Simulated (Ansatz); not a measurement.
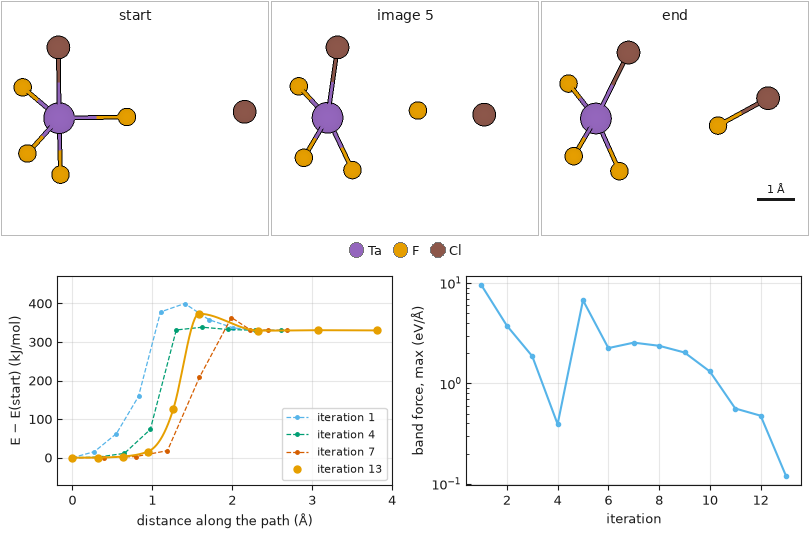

A search for the minimum-energy path of TaCl₂F₄ (multiplicity 2), made up at the start of TaClF₄ and Cl by the nudged elastic band. Images are numbered from 0 (start) to 8 (end). The plot follows the band through its iterations. A ball-and-stick model, seen at a tilt.

Theory: UHF/def2-SVP (Ansatz 0.2.0). Run with 7 movable images; climbing image; force threshold 0.2 eV/Å; iteration limit 45; starting path through a guess of the saddle point.

> Judge this run.

The run met only a loose threshold, so the barrier can't be trusted yet. The band converged in 13 iterations. The largest component of the band force went from 9.5 to 0.12 eV/Å. The climbing image converged on the top of the path. Its curvatures weren't checked. The force threshold is so loose that the height of the top is at best an upper bound. The first iteration put the highest image at 399.9 kJ/mol. The highest point, image 5, lies 373.5 kJ/mol above the start and 43.4 kJ/mol above the end; the end is at +330.1 kJ/mol relative to the start.

Limits of the set-up: the start holds two separate molecules, 3.2 Å apart at their closest, whose relative position is a soft coordinate and is computed without a dispersion correction; Hartree-Fock leaves out electron correlation.

The run took 6.7 min on 4 threads of Arm Neoverse V2, on a shared host, peak memory 0.54 GiB.
